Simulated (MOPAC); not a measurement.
# Geometry relaxation, with input and output: TiI$_{4}$ (part 1 of 2)

System: TiI$_{4}$.
Method: PM6-D3H4, closed shell, dispersion D3H4 (MOPAC 23.2.5).

The atoms were displaced at random from an optimised geometry.

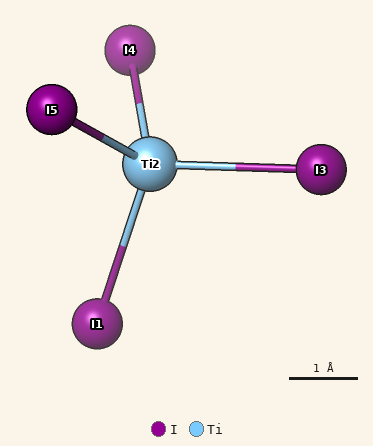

Fig. 1: The structure as given in the input (ball-and-stick view, seen at a tilt; atoms are numbered from 1 in the order of the input). Sticks mark near contacts. Bond lengths as drawn: I–Ti 2.61 to 2.65 Å.

## Input (job.mop)
```
PM6-D3H4 DISP EF GNORM=0.01 CYCLES=300 GRADIENTS MULLIK AUX(PRECISION=6) T=10M THREADS=1
job I4Ti

I -1.220038 1 0.016254 1 2.323340 1
Ti -0.016193 1 -0.005045 1 0.009475 1
I 2.233028 1 -1.386398 1 0.190243 1
I -1.574354 1 -1.115918 1 -1.801971 1
I 0.517883 1 2.477147 1 -0.719183 1
```

Run as:
```bash
mopac job.mop
```

## Output
```
MOPAC v23.2.5
PM6-D3H4 CALCULATION RESULTS

 *  PM6-D3H4   - CORRECT DISPERSION AND HYDROGEN BOND TERMS USING THE D3H4 METHOD
 *  EF         - USE EF ROUTINE FOR MINIMUM SEARCH
 *  THREADS=1  - MULTI-THREADING NOT USED
 *  CYCLES=    - DO A MAXIMUM OF 300 STEPS
 *  GNORM      - EXIT WHEN GRADIENT NORM DROPS BELOW 0.010
 *  AUX        - OUTPUT AUXILIARY INFORMATION
 *  GRADIENTS  - ALL GRADIENTS TO BE PRINTED
 *  DISP       - PRINT DISPERSION AND HYDROGEN BOND ENERGIES
 *  MULLIK     - THE MULLIKEN ANALYSIS TO BE PERFORMED
PM6-D3H4 DISP EF GNORM=0.01 CYCLES=300 GRADIENTS MULLIK AUX(PRECISION=6) T=10M THREADS=1
 job I4Ti

   ATOM   CHEMICAL          X               Y               Z
  NUMBER   SYMBOL      (ANGSTROMS)     (ANGSTROMS)     (ANGSTROMS)

     1       I         -1.22003800  *   0.01625400  *   2.32334000  *
     2      Ti         -0.01619300  *  -0.00504500  *   0.00947500  *
     3       I          2.23302800  *  -1.38639800  *   0.19024300  *
     4       I         -1.57435400  *  -1.11591800  *  -1.80197100  *
     5       I          0.51788300  *   2.47714700  *  -0.71918300  *

          CARTESIAN COORDINATES

    NO.       ATOM           X           Y           Z

     1         I         -1.2200      0.0163      2.3233
     2        Ti         -0.0162     -0.0050      0.0095
     3         I          2.2330     -1.3864      0.1902
     4         I         -1.5744     -1.1159     -1.8020
     5         I          0.5179      2.4771     -0.7192

           Empirical Formula: I4 Ti  =     5 atoms

      MOLECULAR POINT GROUP   :   C1

      RHF CALCULATION, NO. OF DOUBLY OCCUPIED LEVELS = 16

          Geometry optimization using EF

          DIAGONAL MATRIX USED AS START HESSIAN
```

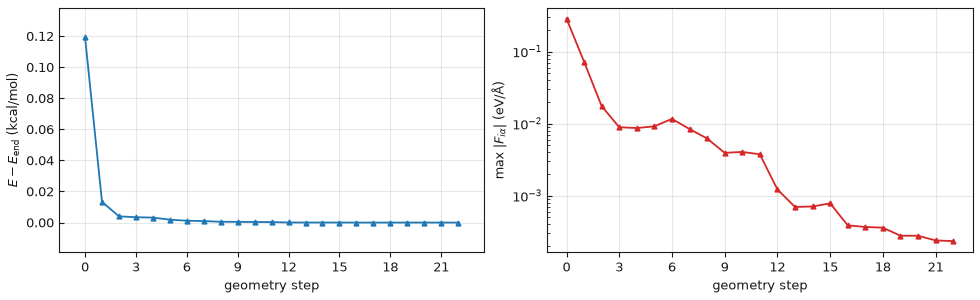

Fig. 2: Progress of the relaxation, step by step (steps are counted from 0).

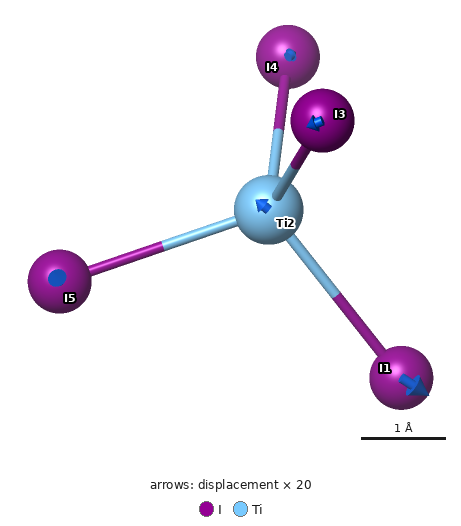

Fig. 3: The starting structure with the displacements as blue arrows, magnified 20 times (ball-and-stick view, seen at a tilt). The two geometries are laid on each other by the best rigid fit. After 22 geometry steps the energy has fallen by 0.12 kcal/mol. The largest force component goes from 0.29 to 0.00023 eV/Å. The atom that moves furthest after the best rigid fit is I1 (0.021 Å). By element the largest moves are I 0.021 Å, Ti 0.010 Å. Among the contacts that change: I1–Ti2 2.608 → 2.638 Å, Ti2–I3 2.646 → 2.638 Å. (Atoms are counted from 1 in the order of the input.)

```
 CYCLE:     1 TIME:   0.016 TIME LEFT: 10.00M  GRAD.:    11.074 HEAT: -49.27684
 CYCLE:     2 TIME:   0.016 TIME LEFT: 10.00M  GRAD.:     3.059 HEAT: -49.38284
 CYCLE:     3 TIME:   0.000 TIME LEFT: 10.00M  GRAD.:     0.700 HEAT: -49.39216
 CYCLE:     4 TIME:   0.008 TIME LEFT: 10.00M  GRAD.:     0.359 HEAT: -49.39273
 CYCLE:     5 TIME:   0.008 TIME LEFT: 10.00M  GRAD.:     0.357 HEAT: -49.39300
 CYCLE:     6 TIME:   0.008 TIME LEFT: 10.00M  GRAD.:     0.514 HEAT: -49.39430
 CYCLE:     7 TIME:   0.000 TIME LEFT: 10.00M  GRAD.:     0.496 HEAT: -49.39501
 CYCLE:     8 TIME:   0.008 TIME LEFT: 10.00M  GRAD.:     0.351 HEAT: -49.39521
 CYCLE:     9 TIME:   0.008 TIME LEFT: 10.00M  GRAD.:     0.209 HEAT: -49.39567
 CYCLE:    10 TIME:   0.008 TIME LEFT: 10.00M  GRAD.:     0.151 HEAT: -49.39572
 CYCLE:    11 TIME:   0.008 TIME LEFT: 10.00M  GRAD.:     0.177 HEAT: -49.39580
 CYCLE:    12 TIME:   0.008 TIME LEFT: 10.00M  GRAD.:     0.168 HEAT: -49.39587
 CYCLE:    13 TIME:   0.000 TIME LEFT: 10.00M  GRAD.:     0.057 HEAT: -49.39614
 CYCLE:    14 TIME:   0.008 TIME LEFT: 10.00M  GRAD.:     0.035 HEAT: -49.39615
 CYCLE:    15 TIME:   0.008 TIME LEFT: 10.00M  GRAD.:     0.032 HEAT: -49.39615
 CYCLE:    16 TIME:   0.008 TIME LEFT: 10.00M  GRAD.:     0.036 HEAT: -49.39616
 CYCLE:    17 TIME:   0.000 TIME LEFT: 10.00M  GRAD.:     0.022 HEAT: -49.39617
 CYCLE:    18 TIME:   0.008 TIME LEFT: 10.00M  GRAD.:     0.018 HEAT: -49.39618
 CYCLE:    19 TIME:   0.008 TIME LEFT: 10.00M  GRAD.:     0.014 HEAT: -49.39618
 CYCLE:    20 TIME:   0.008 TIME LEFT: 10.00M  GRAD.:     0.010 HEAT: -49.39618
 CYCLE:    21 TIME:   0.008 TIME LEFT: 10.00M  GRAD.:     0.010 HEAT: -49.39618
 CYCLE:    22 TIME:   0.000 TIME LEFT: 10.00M  GRAD.:     0.013 HEAT: -49.39618
 CYCLE:    23 TIME:   0.008 TIME LEFT: 10.00M  GRAD.:     0.010 HEAT: -49.39618

     GRADIENT =  0.00998 IS LESS THAN CUTOFF =  0.01000

 -------------------------------------------------------------------------------
 PM6-D3H4 DISP EF GNORM=0.01 CYCLES=300 GRADIENTS MULLIK AUX(PRECISION=6) T=10M THREADS=1
 job I4Ti

     GEOMETRY OPTIMISED USING EIGENVECTOR FOLLOWING (EF).
     SCF FIELD WAS ACHIEVED

                              PM6-D3H4 CALCULATION

          FINAL HEAT OF FORMATION =        -49.39618 KCAL/MOL =    -206.67361 KJ/MOL

          TOTAL ENERGY            =     -24614.76413 KCAL/MOL = ELECTRONIC ENERGY + CORE-CORE REPULSION
          ENERGY OF ATOMS         =      24565.73579 KCAL/MOL
                              SUM =        -49.02835 KCAL/MOL
          DISPERSION ENERGY       =         -0.36783 KCAL/MOL
                              SUM =        -49.39618 KCAL/MOL = FINAL HEAT OF FORMATION

          TOTAL ENERGY            =      -1067.39720 EV
          ELECTRONIC ENERGY       =      -2435.65768 EV
          CORE-CORE REPULSION     =       1368.26048 EV
          COSMO AREA              =        205.04 SQUARE ANGSTROMS
          COSMO VOLUME            =        224.44 CUBIC ANGSTROMS

          GRADIENT NORM           =          0.00998          =       0.00446 PER ATOM
          IONIZATION POTENTIAL    =          9.908753 EV
          HOMO LUMO ENERGIES (EV) =         -9.909 -3.975
          NO. OF FILLED LEVELS    =         16
          MOLECULAR WEIGHT        =        555.5180         POINT GROUP:  Td

          MOLECULAR DIMENSIONS (Angstroms)

            Atom       Atom       Distance
            I     4    I     1     4.30807
            I     5    I     3     4.30789
            I     1    I     3     3.04559

          SCF CALCULATIONS        =         25

          WALL-CLOCK TIME         =      0.164 SECONDS
          COMPUTATION TIME        =      0.162 SECONDS

       FINAL  POINT  AND  DERIVATIVES

   PARAMETER     ATOM    TYPE            VALUE        GRADIENT
      1          1  I    CARTESIAN X    -1.231099     -0.002180  KCAL/ANGSTROM
      2          1  I    CARTESIAN Y     0.010364     -0.002583  KCAL/ANGSTROM
      3          1  I    CARTESIAN Z     2.338782     -0.000970  KCAL/ANGSTROM
      4          2 Ti    CARTESIAN X    -0.011711     -0.002937  KCAL/ANGSTROM
      5          2 Ti    CARTESIAN Y    -0.002497      0.000771  KCAL/ANGSTROM
      6          2 Ti    CARTESIAN Z    -0.000365      0.001428  KCAL/ANGSTROM
      7          3  I    CARTESIAN X     2.232807      0.002989  KCAL/ANGSTROM
      8          3  I    CARTESIAN Y    -1.375831      0.003684  KCAL/ANGSTROM
      9          3  I    CARTESIAN Z     0.186280      0.000697  KCAL/ANGSTROM
     10          4  I    CARTESIAN X    -1.578930      0.005427  KCAL/ANGSTROM
     11          4  I    CARTESIAN Y    -1.120791     -0.001479  KCAL/ANGSTROM
     12          4  I    CARTESIAN Z    -1.803561     -0.002766  KCAL/ANGSTROM
     13          5  I    CARTESIAN X     0.530987     -0.003298  KCAL/ANGSTROM
     14          5  I    CARTESIAN Y     2.475777     -0.000393  KCAL/ANGSTROM
     15          5  I    CARTESIAN Z    -0.723028      0.001611  KCAL/ANGSTROM

   ATOM   CHEMICAL          X               Y               Z
  NUMBER   SYMBOL      (ANGSTROMS)     (ANGSTROMS)     (ANGSTROMS)

     1       I         -1.23109862  *   0.01036448  *   2.33878241  *
     2      Ti         -0.01171115  *  -0.00249741  *  -0.00036454  *
     3       I          2.23280731  *  -1.37583079  *   0.18628047  *
     4       I         -1.57893048  *  -1.12079109  *  -1.80356077  *
     5       I          0.53098728  *   2.47577725  *  -0.72302801  *

                             CARTESIAN COORDINATES

   1    I       -1.231098623     0.010364476     2.338782414
   2   Ti       -0.011711153    -0.002497415    -0.000364541
   3    I        2.232807314    -1.375830792     0.186280470
   4    I       -1.578930480    -1.120791088    -1.803560770
   5    I        0.530987282     2.475777247    -0.723028006

           Empirical Formula: I4 Ti  =     5 atoms

      MOLECULAR POINT GROUP   :   Td

                  EIGENVALUES
 -22.14030 -22.13997 -22.13944 -19.85952 -11.92285 -11.92269 -11.92247 -11.90166
 -11.63346 -11.63300 -11.02104 -11.02094 -11.02070  -9.90897  -9.90883  -9.90875
  -3.97457  -3.74451  -3.74435  -3.34485  -3.34467  -3.34439   2.57826   2.57829
   2.57834 109.00622 109.58006 109.58021 109.58042 109.60811 109.60864 110.23260
 110.23272 110.23302 110.66192 110.66220 110.66240 110.74450 110.74477 110.74479
 110.74501 110.74543 111.25741 111.25784 111.25811

              NET ATOMIC CHARGES AND DIPOLE CONTRIBUTIONS

  ATOM NO.   TYPE          CHARGE      No. of ELECS.   s-Pop       p-Pop       d-Pop
    1          I          -0.147398        7.1474     1.87782     5.26794     0.00164
    2         Ti           0.589569        3.4104     0.01503     0.98613     2.40928
    3          I          -0.147411        7.1474     1.87782     5.26795     0.00164
    4          I          -0.147367        7.1474     1.87780     5.26793     0.00164
    5          I          -0.147393        7.1474     1.87782     5.26794     0.00164
 DIPOLE           X         Y         Z       TOTAL
 POINT-CHG.    -0.001     0.000    -0.000     0.001
 HYBRID        -0.000     0.000     0.000     0.000
 SUM           -0.001     0.000    -0.000     0.001

          ATOMIC ORBITAL ELECTRON POPULATIONS

     Atom    s        px        py        pz      x^2-y^2     xz        z^2       yz        xy
    1  I   1.87782   1.75330   1.74853   1.76612   0.00013   0.00039   0.00048   0.00048   0.00016
    2 Ti   0.01503   0.32867   0.32871   0.32874   0.48005   0.48844   0.48472   0.47147   0.48460
    3  I   1.87782   1.76470   1.75459   1.74866   0.00054   0.00047   0.00011   0.00017   0.00034
    4  I   1.87780   1.75640   1.75255   1.75898   0.00033   0.00029   0.00049   0.00028   0.00026
    5  I   1.87782   1.74946   1.76827   1.75021   0.00032   0.00010   0.00020   0.00049   0.00053

           MULLIKEN POPULATION ANALYSIS

        MULLIKEN POPULATIONS AND CHARGES

      NO.  ATOM   POPULATION      CHARGE
        1    I     7.342964     -0.342964
        2   Ti     2.628169      1.371831
        3    I     7.342961     -0.342961
        4    I     7.342945     -0.342945
        5    I     7.342961     -0.342961

          Chemical-Potential Equalization

          Energy                    =                  NaN   kcal/mol
          Pot(1)                    =                  NaN   eV
          Dipole correction(1)      =                  NaN   au

 *                    *
 * JOB ENDED NORMALLY *
 *                    *

 TOTAL JOB TIME:             0.16 SECONDS

 == MOPAC DONE ==
```

## Trajectory as extended XYZ (Å, eV, eV/Å), 23 frames, from step=0 to step=22
```
5
Properties=species:S:1:pos:R:3:forces:R:3 step=0 energy=-2.13685
I    -1.2200    0.0163    2.3233   -0.1487  -0.0028   0.2871
Ti   -0.0162   -0.0050    0.0095    0.2262   0.0052  -0.2577
I     2.2330   -1.3864    0.1902   -0.0626   0.0456  -0.0085
I    -1.5744   -1.1159   -1.8020   -0.0210  -0.0191  -0.0254
I     0.5179    2.4771   -0.7192    0.0060  -0.0290   0.0045
5
Properties=species:S:1:pos:R:3:forces:R:3 step=1 energy=-2.14144
I    -1.2233    0.0164    2.3370   -0.0087  -0.0054   0.0102
Ti   -0.0117   -0.0049   -0.0057    0.0723  -0.0042   0.0582
I     2.2321   -1.3851    0.1908   -0.0306   0.0246  -0.0067
I    -1.5739   -1.1164   -1.8061   -0.0480  -0.0369  -0.0520
I     0.5188    2.4761   -0.7199    0.0149   0.0218  -0.0098
```
